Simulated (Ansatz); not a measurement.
Input file:

```
crystal:
  periodic: [false, false, false]
  atoms:
    - {symbol: F, position_ang: [-2.493119, -1.859652, -0.359916]}
    - {symbol: F, position_ang: [-0.770830, 0.107435, -0.465142]}
    - {symbol: S, position_ang: [-3.635509, 0.831864, -1.317491]}
    - {symbol: Si, position_ang: [-2.286718, -0.282548, -0.032739]}
basis:
  gaussian:
    orbitals: def2-TZVPD
magnetization:
  spin_polarized: true
  initial_magnetization: 2
hamiltonian:
  xc: {name: PBE0}
output:
  forces: true
  orbitals: {seedname: orbitals}
```

Command:

```sh
ansatz run input.yaml --threads 1 --pin off --max-ram 2610MiB --events-out events.jsonl --progress --plain --runs-dir runs
```

Geometry: B3LYP-D3(BJ)/def2-SVP.

Method: Ansatz 0.2.0, isolated molecule in a Gaussian basis; Kohn-Sham density functional theory, functional PBE0.

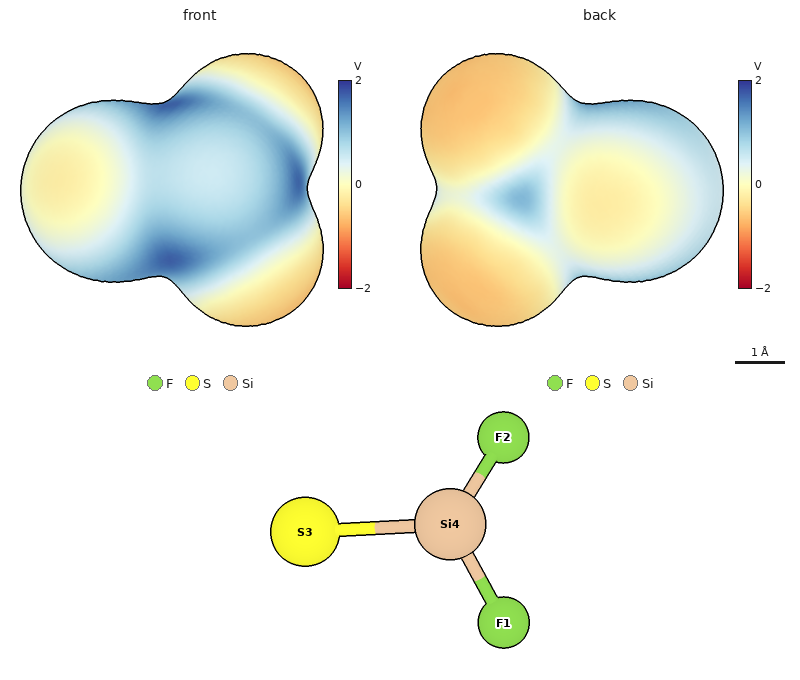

F$_{2}$SSi (SMILES F[Si](F)=S) (triplet). The molecular electrostatic potential painted on the density surface at 0.002 e/bohr³, seen from the front and from behind; red is negative and blue positive. The bare structure is drawn below in the same view.

> Describe the electrostatic potential map.

The most negative region (about −0.6 V) lies over F1 and F2, the most positive (about +1.7 V) over Si4.

> What dipole moment does the calculation give?

Its dipole moment is 1.25 D.
